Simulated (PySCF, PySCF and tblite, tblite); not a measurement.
**C₃H₈BOP: a path driven as rotation about a bond, and NMR exchange**

How fast is rotation about a bond in C₃H₈BOP (`C=C(BP)OC`), and when do the exchanging lines merge?

Programs: PySCF 2.14.0 with density-fitted response routines of our own, and tblite 0.8.0. All values are computed, except where a source is named. Atoms count from 0 throughout.

## 1. The molecule as given

14 atoms, charge 0, multiplicity 1; geometry from: force field or distance geometry start.

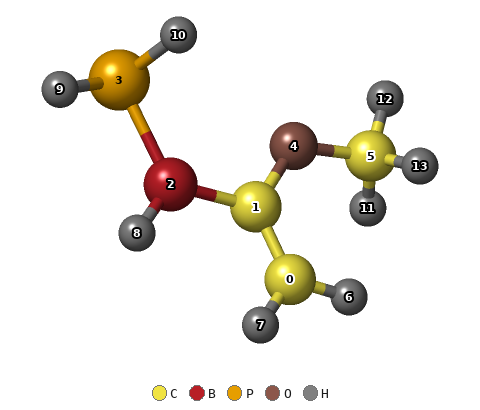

The starting geometry (carbon yellow, boron red, phosphorus amber, oxygen brown, hydrogen grey), atoms numbered.

## 2. GFN2-xTB relaxation, start minimum

The job: settings as JSON, then the geometry in Å.

```
{"job": {"xc": "GFN2-xTB", "basis": "xTB", "kind": "relax"}, "charge": 0, "multiplicity": 1}
C     -0.532200     1.647800    -0.016800
C     -0.009800     0.437400    -0.174100
B      1.439900     0.286200    -0.775100
P      2.230600    -1.445300    -1.013600
O     -0.679400    -0.743000     0.217800
C     -1.987700    -0.784200     0.779400
H     -1.526600     1.792800     0.399700
H      0.006600     2.546200    -0.308900
H      2.042900     1.246300    -1.106200
H      3.555200    -0.920600    -1.250400
H      2.441800    -1.645100     0.417500
H     -2.726100    -0.349300     0.080300
H     -2.264100    -1.838700     0.986000
H     -1.991700    -0.231100     1.742100
```

Started as:

```bash
> OMP_NUM_THREADS=1 python ens_run.py task.json out
```

One launch serves the whole session.

What it wrote:

```text
step      E/eV     max force
  0    -496.62984    1.373
  1    -496.71855    0.949
  2    -496.79193    0.549
  3    -496.81679    0.538
  4    -496.84182    0.441
  5    -496.85774    0.308
  6    -496.86961    0.311
  7    -496.87985    0.300
  8    -496.88912    0.278
  9    -496.89584    0.204
 10    -496.90092    0.208
 11    -496.90699    0.286
 12    -496.91644    0.344
 13    -496.92660    0.262
 14    -496.93274    0.182
 15    -496.93624    0.173
 16    -496.93958    0.187
 17    -496.94382    0.197
 18    -496.94966    0.266
 19    -496.95604    0.306
 20    -496.96201    0.281
 21    -496.96705    0.242
 22    -496.97160    0.220
 23    -496.97594    0.177
 24    -496.97948    0.141
 25    -496.98218    0.118
 26    -496.98449    0.139
 27    -496.98708    0.144
 28    -496.99012    0.126
 29    -496.99320    0.138
 30    -496.99580    0.151
 31    -496.99783    0.131
 32    -496.99971    0.118
 33    -497.00174    0.131
 34    -497.00370    0.137
 35    -497.00539    0.100
 36    -497.00647    0.082
 37    -497.00715    0.069
 38    -497.00780    0.084
 39    -497.00832    0.063
 40    -497.00863    0.039
 41    -497.00880    0.032
 42    -497.00898    0.049
 43    -497.00930    0.065
 44    -497.00979    0.075
 45    -497.01040    0.063
 46    -497.01094    0.064
 47    -497.01137    0.054
 48    -497.01171    0.055
 49    -497.01200    0.043
 50    -497.01223    0.039
 51    -497.01239    0.034
 52    -497.01255    0.031
 53    -497.01271    0.038
 54    -497.01285    0.028
 55    -497.01294    0.019
 56    -497.01301    0.020
 57    -497.01309    0.022
 58    -497.01319    0.029
 59    -497.01328    0.028
 60    -497.01333    0.018
 61    -497.01336    0.010
 62    -497.01337    0.009
 63    -497.01338    0.008
 64    -497.01339    0.006
 65    -497.01340    0.004
 66    -497.01340    0.005
 67    -497.01341    0.007
 68    -497.01341    0.008
 69    -497.01342    0.007
 70    -497.01343    0.007
 71    -497.01344    0.007
 72    -497.01344    0.008
 73    -497.01346    0.010
 74    -497.01347    0.011
 75    -497.01349    0.010
 76    -497.01351    0.010
 77    -497.01352    0.009
 78    -497.01353    0.008
 79    -497.01354    0.008
 80    -497.01355    0.009
 81    -497.01356    0.009
 82    -497.01357    0.009
 83    -497.01358    0.013
 84    -497.01359    0.013
 85    -497.01361    0.009
 86    -497.01362    0.008
 87    -497.01362    0.006
 88    -497.01362    0.005
 89    -497.01363    0.004
 90    -497.01363    0.004
 91    -497.01363    0.004
 92    -497.01363    0.005
 93    -497.01363    0.005
 94    -497.01364    0.005
 95    -497.01364    0.006
 96    -497.01364    0.005
 97    -497.01365    0.004
 98    -497.01365    0.005
 99    -497.01365    0.005
100    -497.01366    0.005
101    -497.01366    0.006
102    -497.01366    0.006
103    -497.01366    0.004
104    -497.01367    0.004
105    -497.01367    0.004
106    -497.01367    0.005
107    -497.01367    0.007
108    -497.01368    0.006
109    -497.01368    0.007
110    -497.01369    0.006
111    -497.01369    0.004
112    -497.01369    0.004
113    -497.01369    0.004
114    -497.01369    0.002
```

Wall time 0.44 s (1 thread of Arm Neoverse V2, shared host).

Relaxing gained 0.384 eV and moved the atoms by 0.29 Å on average (rms).

## 3. Relaxed scan, rotation

The job: settings as JSON, then the geometry in Å.

```
{"job": {"xc": "GFN2-xTB", "basis": "xTB", "coordinate": [["t", [3, 2, 1, 0], 0.25], ["t", [3, 2, 1, 4], 0.25], ["t", [8, 2, 1, 0], 0.25], ["t", [8, 2, 1, 4], 0.25]], "kind": "drive"}, "charge": 0, "multiplicity": 1}
C     -0.622966     1.677146     0.013272
C      0.026275     0.520902    -0.179782
B      1.434904     0.401384    -0.828151
P      2.107586    -1.317466    -0.978899
O     -0.465488    -0.709367     0.180721
C     -1.746325    -0.787658     0.753565
H     -1.593010     1.762427     0.473554
H     -0.164896     2.595641    -0.302548
H      1.951554     1.320848    -1.331433
H      3.462719    -1.126529    -0.792217
H      1.844032    -1.855396     0.258293
H     -2.509868    -0.389341     0.077171
H     -1.934352    -1.845745     0.928838
H     -1.790844    -0.247318     1.705448
```

What it wrote:

```text
point  coordinate     E/eV
  0     10.600     -497.00343
  1     25.400     -496.97506
  2     40.300     -496.92972
  3     55.200     -496.87385
  4     70.300     -496.81818
  5     85.600     -496.78303
  6    100.900     -496.78018
  7    116.200     -496.82225
  8    131.200     -496.87680
  9    146.100     -496.92101
 10    160.800     -496.94137
 11    175.700     -496.93841
```

Run time: 2.5 s. Hardware: 1 thread of Arm Neoverse V2, shared host.

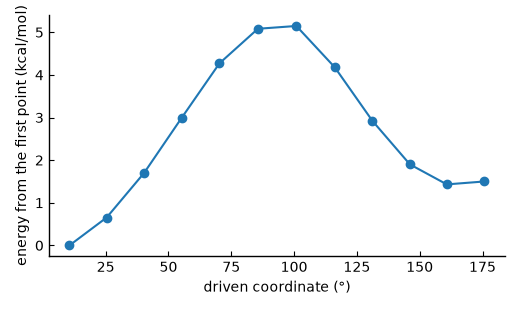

Energy along the scan.

## 4. Nudged elastic band, leg 1

The job, as its differences from that of step 3:

```diff
@@ -1,2 +1,2 @@
-{"job": {"xc": "GFN2-xTB", "basis": "xTB", "coordinate": [["t", [3, 2, 1, 0], 0.25], ["t", [3, 2, 1, 4], 0.25], ["t", [8, 2, 1, 0], 0.25], ["t", [8, 2, 1, 4], 0.25]], "kind": "drive"}, "charge": 0, "multiplicity": 1}
+{"job": {"xc": "GFN2-xTB", "basis": "xTB", "kind": "neb"}, "charge": 0, "multiplicity": 1}
 C     -0.622966     1.677146     0.013272
```

What it wrote:

```text
image   E - E0 / eV
  0       0.0000
  1       0.0374
  2       0.1397
  3       0.2324
  4       0.2098
  5       0.1161
  6       0.0706
```

Run time: 0.86 s. Hardware: 1 thread of Arm Neoverse V2, shared host.

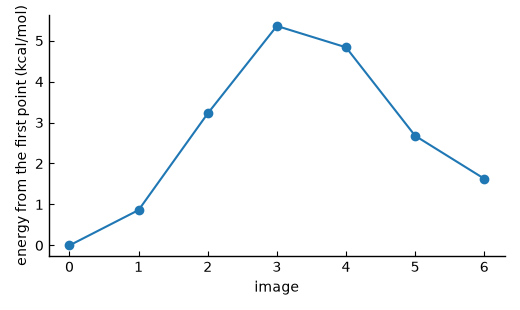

Energy along the band.

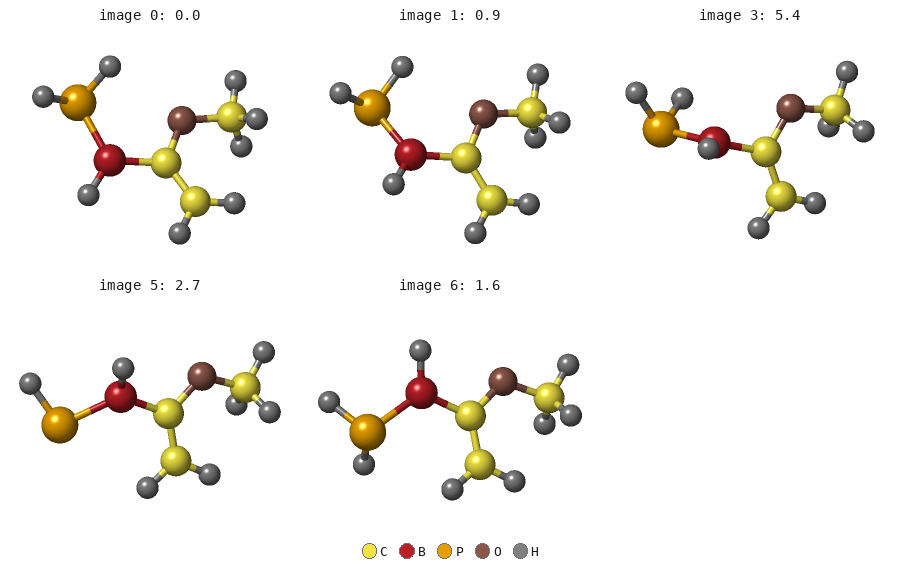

Images along the band, with energies in kcal/mol.

## 5. Saddle search, leg 1

The job: settings as JSON, then the geometry in Å.

```
{"job": {"xc": "GFN2-xTB", "basis": "xTB", "kind": "saddle"}, "charge": 0, "multiplicity": 1}
C     -0.702818     1.395141    -0.477549
C      0.091194     0.498979     0.103206
B      1.642385     0.415348    -0.167479
P      2.192399    -0.659019    -1.573381
O     -0.332600    -0.516815     0.925645
C     -1.715727    -0.659723     1.141789
H     -1.771674     1.427452    -0.359075
H     -0.271516     2.144626    -1.115924
H      2.403263     1.101532     0.396417
H      3.322706    -1.258104    -1.057172
H      1.354526    -1.746463    -1.439766
H     -2.249438    -0.800626     0.196366
H     -1.829068    -1.548145     1.761214
H     -2.133634     0.205818     1.665711
```

What it wrote:

```text
step      E/eV     max force
  0    -496.78133   0.0340
  1    -496.78181   0.0464
  2    -496.77971   0.0802
  3    -496.77896   0.1063
  4    -496.77914   0.0525
  5    -496.77944   0.0152
  6    -496.77944   0.0000
lowest wavenumbers (cm-1): -89.2 91.5 143.2 175.8 233.8 284.7
```

Run time: 1.6 s. Hardware: 1 thread of Arm Neoverse V2, shared host.

Point group C1; 1 imaginary mode, 89i cm⁻¹, carried by P3, B2, C0, H8. Steps downhill from it reached both ends.

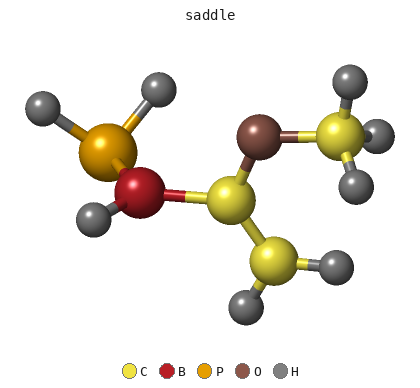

The saddle point.

## 6. Shieldings, start: PBE0/pcSseg-1

The job: settings as JSON, then the geometry in Å.

```
{"job": {"kind": "nmr", "xc": "PBE0", "basis": "pcSseg-1", "pop": false}, "charge": 0, "multiplicity": 1}
C     -0.622966     1.677146     0.013272
C      0.026275     0.520902    -0.179782
B      1.434904     0.401384    -0.828151
P      2.107586    -1.317466    -0.978899
O     -0.465488    -0.709367     0.180721
C     -1.746325    -0.787658     0.753565
H     -1.593010     1.762427     0.473554
H     -0.164896     2.595641    -0.302548
H      1.951554     1.320848    -1.331433
H      3.462719    -1.126529    -0.792217
H      1.844032    -1.855396     0.258293
H     -2.509868    -0.389341     0.077171
H     -1.934352    -1.845745     0.928838
H     -1.790844    -0.247318     1.705448
```

What it wrote:

```text
coarse grid: 12016 points
cycle   1  E = -559.9860250217  dE =  6.257e-01  |g| = 4.766e-01  |ddm| = 3.211e+00
cycle   2  E = -559.9500943509  dE =  3.593e-02  |g| = 6.625e-01  |ddm| = 9.389e-01
cycle   3  E = -560.0308575728  dE = -8.076e-02  |g| = 1.214e-01  |ddm| = 6.066e-01
cycle   4  E = -560.0335674214  dE = -2.710e-03  |g| = 4.449e-02  |ddm| = 1.158e-01
cycle   5  E = -560.0340497430  dE = -4.823e-04  |g| = 1.323e-02  |ddm| = 4.544e-02
cycle   6  E = -560.0340957034  dE = -4.596e-05  |g| = 3.777e-03  |ddm| = 1.523e-02
cycle   7  E = -560.0340995715  dE = -3.868e-06  |g| = 1.000e-03  |ddm| = 5.004e-03
final grid: 110944 points
cycle   8  E = -560.0792933648  dE = -2.941e-05  |g| = 1.156e-02  |ddm| = 2.996e-02
cycle   9  E = -560.0792586540  dE =  3.471e-05  |g| = 1.762e-02  |ddm| = 1.993e-02
cycle  10  E = -560.0793206725  dE = -6.202e-05  |g| = 2.161e-03  |ddm| = 1.315e-02
cycle  11  E = -560.0793217889  dE = -1.116e-06  |g| = 3.750e-04  |ddm| = 2.214e-03
cycle  12  E = -560.0793218203  dE = -3.136e-08  |g| = 1.650e-04  |ddm| = 4.397e-04
cycle  13  E = -560.0793218270  dE = -6.747e-09  |g| = 2.778e-05  |ddm| = 1.383e-04
cycle  14  E = -560.0793218272  dE = -2.080e-10  |g| = 6.674e-06  |ddm| = 3.972e-05
converged SCF energy = -560.0793218272

GIAO shielding tensors (ppm)
atom      isotropic    diamagn.    paramagn.     s11        s22        s33       span
  0 C       76.608     257.466    -180.858     -7.722     70.849    166.698    174.420
  1 C        7.666     254.926    -247.260   -100.682     11.872    111.809    212.491
  2 B       20.898     194.665    -173.767    -76.930     16.883    122.742    199.671
  3 P      503.757     968.367    -464.609    405.675    514.663    590.934    185.259
  4 O      207.698     402.024    -194.326     88.285    232.393    302.414    214.129
  5 C      131.584     245.923    -114.339    102.181    115.281    177.290     75.109
  6 H       26.706      32.360      -5.654     24.056     25.091     30.971      6.916
  7 H       26.655      31.187      -4.532     25.049     25.756     29.158      4.109
  8 H       23.835      30.361      -6.526     17.014     26.218     28.274     11.260
  9 H       29.113      29.497      -0.383     24.491     26.250     36.600     12.109
 10 H       28.448      31.674      -3.226     22.730     28.523     34.090     11.360
 11 H       28.229      30.203      -1.974     25.312     25.484     33.892      8.580
 12 H       27.536      29.402      -1.866     23.268     26.500     32.840      9.572
 13 H       28.195      30.498      -2.302     25.293     25.437     33.857      8.564
```

It took 11 s on 1 thread of Arm Neoverse V2, shared host; peak memory 0.72 GiB.

In short: HOMO -6.95 eV, LUMO -1.83 eV; dipole 2.11 D.

(Part 1 of 2 ends here.)
